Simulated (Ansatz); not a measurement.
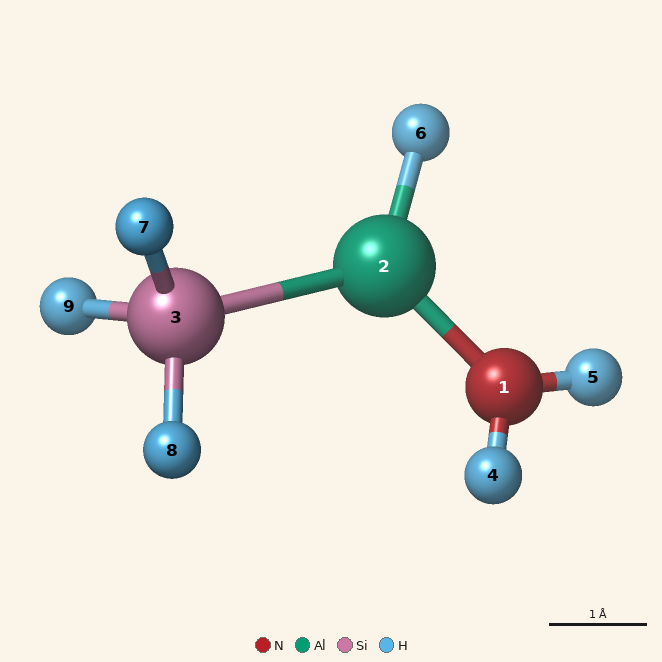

The computed structure is the end point of a PBE0-D4/def2-TZVP optimisation. No frequency run is at hand to confirm it as a minimum.

Give these bond angles: Al2–N1–H4, Al2–N1–H5, N1–Al2–Si3, N1–Al2–H6, Si3–Al2–H6, Al2–Si3–H8, Al2–Si3–H7.

```tsv
angle	degrees
Al2–N1–H4	124.9
Al2–N1–H5	124.9
N1–Al2–Si3	117.7
N1–Al2–H6	117.2
Si3–Al2–H6	125.1
Al2–Si3–H8	112.2
Al2–Si3–H7	111.7
```
